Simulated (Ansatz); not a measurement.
# C2H5Si (SMILES C=C[SiH2]): UB3LYP/6-31G(d) (Cartesian functions)

Aim: the energy change on altering one bond length of C2H5Si at UB3LYP/6-31G* (Cartesian functions), from 2 runs. 

Program for the calculation: Ansatz 0.2.0.

25 further runs of the same task are left out: 25 set aside as unsound or not needed.

## 1. The system as given

C2H5Si has 8 atoms, charge 0, and is taken as a doublet. SMILES: `C=C[SiH2]`. The shape is that of a PBE0-D4/def2-TZVP optimisation.

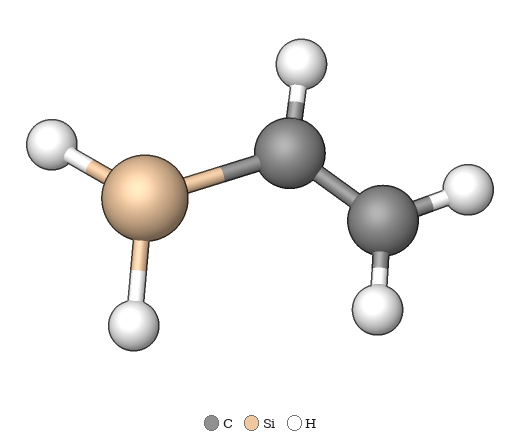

The structure, seen from a chosen angle (carbon grey, silicon light orange, hydrogen white).

## 2. The energy at UB3LYP/6-31G(d) (Cartesian functions)

in.yaml

```yaml
crystal:
  periodic: [false, false, false]
  atoms:
    - {symbol: C, position_ang: [-0.408600, 0.930200, -0.877900]}
    - {symbol: C, position_ang: [-0.357700, 0.348900, 0.326600]}
    - {symbol: Si, position_ang: [0.886400, -0.913500, 0.807600]}
    - {symbol: H, position_ang: [0.266200, 0.644900, -1.679900]}
    - {symbol: H, position_ang: [-1.129000, 1.708400, -1.111700]}
    - {symbol: H, position_ang: [-1.056700, 0.689200, 1.089200]}
    - {symbol: H, position_ang: [1.531500, -1.544100, -0.375100]}
    - {symbol: H, position_ang: [0.360000, -1.921200, 1.765400]}
basis:
  gaussian: {orbitals: "6-31G*"}
magnetization: {spin_polarized: true, initial_magnetization: 1}
hamiltonian: {xc: {name: B3LYP}}
accuracy: high
output: {orbitals: {seedname: orbitals}}
```

On the command line:

```console
$ ansatz run in.yaml --threads 1 --pin off --max-ram 3480MiB --events-out events.jsonl --progress --plain --runs-dir runs
```

What it wrote:

```text
Warning: RAYON_NUM_THREADS=1 ignored (pool sized by the plan → 1); use --threads N
Functional definition: B3LYP
  name "B3LYP"
  parameter a0 = 0.2
  parameter ax = 0.72
  parameter ac = 0.81
  exchange = (1 - a0 - ax)*slater_x + ax*b88_x + a0*exact_x
  correlation = (1 - ac)*vwn_rpa_c + ac*lyp_c
1337 factors; integrals over basis functions are off by at most 3.9e-9 eV
mean field evaluation 1: about -10024.3512 eV, gradient 3.4e1 eV
mean field evaluation 2: about -10008.2542 eV, gradient 5.7e1 eV
mean field evaluation 4: about -10030.8849 eV, gradient 3.7e0 eV
mean field evaluation 8: about -10031.1056 eV, gradient 5.4e-1 eV
mean field evaluation 16: about -10031.1087 eV, gradient 2.0e-4 eV
mean field -10031.10873853 eV, -368.6364468111 hartree, gradient 3.2e-8 eV, S^2 0.760314; 0 other end points of the search recorded, 0 dependent functions left out
reference -10031.10877403 eV, -368.6364481159 hartree; 16, 15 occupied and 43, 44 virtual orbitals, 1337 factors
Total energy: -10031.10877403 eV, -368.6364481159 hartree
```

Run time: 7.5 s. Hardware: 1 thread of Arm Neoverse V2, shared host; peak memory 0.23 GiB.

## 3. The distorted shape, same level

in.yaml

```yaml
crystal:
  periodic: [false, false, false]
  atoms:
    - {symbol: C, position_ang: [-0.781848, 1.308938, -1.022207]}
    - {symbol: C, position_ang: [-0.730948, 0.727638, 0.182293]}
    - {symbol: Si, position_ang: [0.886400, -0.913500, 0.807600]}
    - {symbol: H, position_ang: [-0.107048, 1.023638, -1.824207]}
    - {symbol: H, position_ang: [-1.502248, 2.087138, -1.256007]}
    - {symbol: H, position_ang: [-1.429948, 1.067938, 0.944893]}
    - {symbol: H, position_ang: [1.531500, -1.544100, -0.375100]}
    - {symbol: H, position_ang: [0.360000, -1.921200, 1.765400]}
basis:
  gaussian:
    orbitals: "6-31G*"
magnetization:
  spin_polarized: true
  initial_magnetization: 1
hamiltonian:
  xc: {name: B3LYP}
accuracy: high
output: {orbitals: {seedname: orbitals}}
```

On the command line:

```console
$ ansatz run in.yaml --threads 1 --pin off --max-ram 3480MiB --events-out events.jsonl --progress --plain --runs-dir runs
```

What it wrote (excerpt; [...] marks lines left out):

```text
Warning: RAYON_NUM_THREADS=1 ignored (pool sized by the plan → 1); use --threads N
[... 7 set-up lines as earlier in the session ...]
1317 factors; integrals over basis functions are off by at most 4.0e-9 eV
mean field evaluation 1: about -10024.3584 eV, gradient 3.1e1 eV
mean field evaluation 2: about -10004.0931 eV, gradient 5.6e1 eV
mean field evaluation 4: about -10029.5676 eV, gradient 4.7e0 eV
mean field evaluation 8: about -10029.8027 eV, gradient 5.1e-1 eV
mean field evaluation 16: about -10029.8053 eV, gradient 1.2e-3 eV
mean field -10029.80526854 eV, -368.5885451728 hartree, gradient 6.1e-8 eV, S^2 0.751965; 0 other end points of the search recorded, 0 dependent functions left out
reference -10029.80530555 eV, -368.5885465326 hartree; 16, 15 occupied and 43, 44 virtual orbitals, 1317 factors
Total energy: -10029.80530555 eV, -368.5885465326 hartree
```

It took 7.8 s on 1 thread of Arm Neoverse V2, shared host; peak memory 0.23 GiB.

## 4. Results

At UB3LYP/6-31G* (Cartesian functions):

| quantity | value |
| --- | --- |
| first shape: total energy | -368.63645 Eh |
| first shape: HOMO energy (highest over α and β) | -5.30 eV |
| first shape: LUMO energy (lowest over α and β) | -2.51 eV |
| first shape: ⟨S²⟩ | 0.760 |
| distorted shape: total energy | -368.58855 Eh |
| distorted shape: HOMO energy (highest over α and β) | -5.73 eV |
| distorted shape: LUMO energy (lowest over α and β) | -2.83 eV |
| distorted shape: ⟨S²⟩ | 0.752 |
| energy change with the C2–Si3 bond stretched from 1.837 to 2.388 Å | 1.303 eV |

With the C2–Si3 bond stretched from 1.837 to 2.388 Å the energy rises by 1.30 eV (126 kJ/mol). The first shape isn't relaxed at this level, so the change isn't measured from a minimum.
